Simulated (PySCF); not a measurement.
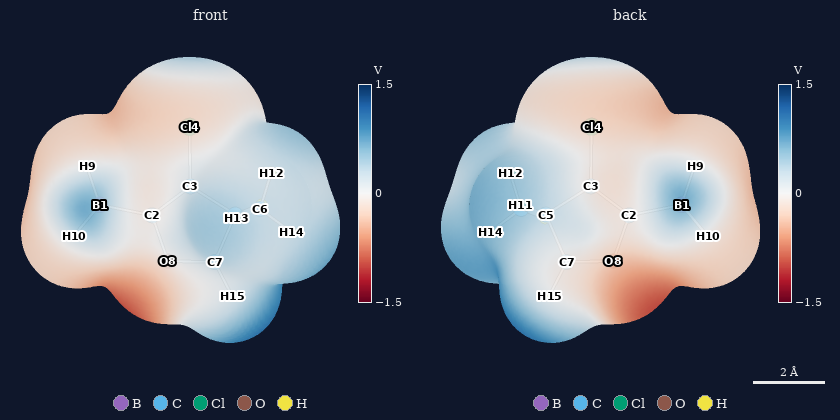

Figure 1: C₅H₇BClO (doublet). The molecular electrostatic potential painted on the density surface at 0.001 e/bohr³, seen from the front and from behind; red is negative and blue positive.

Geometry: GFN2-xTB.

Level of theory: PySCF, UKS B3LYP, pcH-1 on B C Cl H O, non-relativistic, mean-field spin-orbit, GIAO.

```yaml
atoms:
  - { symbol: B, position_ang: [2.8394, 0.1872, -0.3039] }
  - { symbol: C, position_ang: [1.3743, -0.1538, -0.0676] }
  - { symbol: C, position_ang: [0.3597, 0.5298, 0.5623] }
  - { symbol: Cl, position_ang: [0.4743, 2.0535, 1.2984] }
  - { symbol: C, position_ang: [-0.9338, -0.2382, 0.5079] }
  - { symbol: C, position_ang: [-2.0605, 0.5068, -0.2424] }
  - { symbol: C, position_ang: [-0.4219, -1.4391, -0.2026] }
  - { symbol: O, position_ang: [0.8647, -1.3449, -0.5247] }
  - { symbol: H, position_ang: [3.2573, 1.2038, 0.0872] }
  - { symbol: H, position_ang: [3.5148, -0.5763, -0.8705] }
  - { symbol: H, position_ang: [-1.3237, -0.4709, 1.5135] }
  - { symbol: H, position_ang: [-2.3098, 1.4203, 0.2905] }
  - { symbol: H, position_ang: [-1.7368, 0.7629, -1.2482] }
  - { symbol: H, position_ang: [-2.9440, -0.1228, -0.3037] }
  - { symbol: H, position_ang: [-0.9586, -2.3103, -0.5182] }
```

> Where is the surface potential most negative and most positive?

The most negative region (about −0.9 V) lies over O8, the most positive (about +1.0 V) over H15. Cl4 shows a σ-hole: about +0.4 V at the tip opposite its bond, against about −0.2 V on its flanks.
